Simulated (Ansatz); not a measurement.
```xyz
14

B    -1.5169    2.1970    1.2971
Si   -1.2072    0.5454    0.1928
C     0.0854   -0.6385    0.8913
S     0.3299   -2.1199   -0.1512
Si    1.7423   -1.3869   -1.5599
H    -2.4079    2.9410    1.0068
H    -0.8365    2.5017    2.2331
H    -2.4820   -0.2051    0.0142
H    -0.7624    1.0066   -1.1560
H     1.0427   -0.1403    1.0650
H    -0.2468   -1.0163    1.8616
H     1.1915   -0.3193   -2.4348
H     2.9280   -0.8339   -0.8502
H     2.1271   -2.5607   -2.3809
```

Geometry: PBE0-D4/def2-TZVP.

The calculation used RKS PBE0-D4/def2-TZVPP (Ansatz 0.2.0).

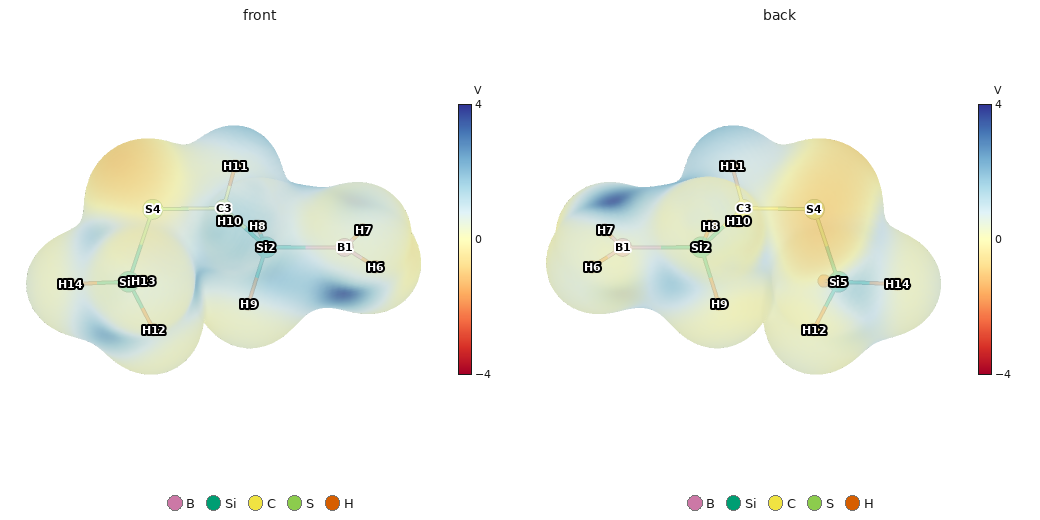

CH9BSSi2. The electrostatic potential painted on the density surface at 0.004 e/bohr³, seen from the front and from behind; the colour scale runs from red (negative) to blue (positive).

Question: Describe the electrostatic potential map.

Answer: The most negative region (about −0.9 V) lies over S4, the most positive (about +3.1 V) over B1.
